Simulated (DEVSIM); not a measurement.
Device: Schottky contact on p-type Si, at 250 K.

```
layer (left to right)  material  thickness (μm)  Na (cm⁻³)  τn (s)  τp (s)
---------------------  --------  --------------  ---------  ------  ------
1                            Si            1.70     1.5e16  2.7e-5  2.7e-5
```

Left contact: Schottky, work function 4.414 eV, emission velocity 6.1e6 cm/s. Right contact: ohmic. Voltage is applied to the left contact. Recombination: SRH at mid-gap, radiative. Mobility is constant in doping.

This is a model device: material constants are rounded textbook-type values typed into the input, and sizes, dopings and lifetimes were drawn at random. Values at 300 K; Nc and Nv go as T^1.5, mobilities as T to minus their exponent, the gap by Varshni's rule with the affinity fixed.

```tsv
parameter	Si
gap (eV)	1.124
affinity (eV)	4.05
permittivity	11.7
Nc (cm⁻³)	2.86e19
Nv (cm⁻³)	3.1e19
μn (cm²/Vs)	1417
μp (cm²/Vs)	470
T exponent of μn	2.3
T exponent of μp	2.2
B (cm³/s)	4.7e-15
Varshni α (eV/K)	0.000473
Varshni β (K)	636
```

Model (solved in DEVSIM): 1D drift-diffusion, Boltzmann statistics, complete ionisation; no tunnelling, impact ionisation, image-force lowering or self-heating. Metal contacts follow the ideal Schottky-Mott rule: no Fermi-level pinning, no interface dipoles.

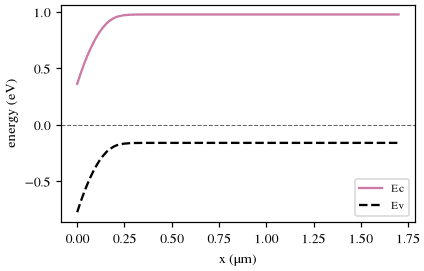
Figure: Band edges at zero bias

Energies count from the Fermi level of the right contact; mesh points crowd at the junctions.

| x (μm) | Ec (eV) | Ev (eV) | n (cm⁻³) | p (cm⁻³) | field (V/cm) |
|---|---|---|---|---|---|
| 0.000 | 0.364 | -0.772 | 1.0e12 | 6400 | 52000 |
| 0.009229 | 0.411 | -0.725 | 1.1e11 | 58000 | 50000 |
| 0.02190 | 0.473 | -0.663 | 6.3e9 | 1000000 | 47000 |
| 0.03682 | 0.541 | -0.595 | 2.7e8 | 2.4e7 | 44000 |
| 0.07046 | 0.676 | -0.460 | 520000 | 1.2e10 | 36000 |
| 0.1060 | 0.789 | -0.347 | 2700 | 2.4e12 | 28000 |
| 0.1548 | 0.897 | -0.239 | < 1e2 | 3.6e14 | 17000 |
| 0.2421 | 0.970 | -0.166 | < 1e2 | 1.0e16 | 2500 |
| 0.3417 | 0.977 | -0.159 | < 1e2 | 1.5e16 | 110 |
| 0.4784 | 0.978 | -0.159 | < 1e2 | 1.5e16 | ≈ 0 |
| 0.6394 | 0.978 | -0.159 | < 1e2 | 1.5e16 | ≈ 0 |
| 0.9783 | 0.978 | -0.159 | < 1e2 | 1.5e16 | ≈ 0 |
| 1.181 | 0.978 | -0.159 | < 1e2 | 1.5e16 | ≈ 0 |
| 1.329 | 0.978 | -0.159 | < 1e2 | 1.5e16 | ≈ 0 |
| 1.458 | 0.978 | -0.159 | < 1e2 | 1.5e16 | ≈ 0 |
| 1.531 | 0.978 | -0.159 | < 1e2 | 1.5e16 | ≈ 0 |
| 1.583 | 0.978 | -0.159 | < 1e2 | 1.5e16 | ≈ 0 |
| 1.618 | 0.978 | -0.159 | < 1e2 | 1.5e16 | ≈ 0 |
| 1.656 | 0.978 | -0.159 | < 1e2 | 1.5e16 | ≈ 0 |
| 1.674 | 0.978 | -0.159 | < 1e2 | 1.5e16 | ≈ 0 |
| 1.688 | 0.978 | -0.159 | < 1e2 | 1.5e16 | ≈ 0 |
| 1.700 | 0.978 | -0.159 | < 1e2 | 1.5e16 | ≈ 0 |
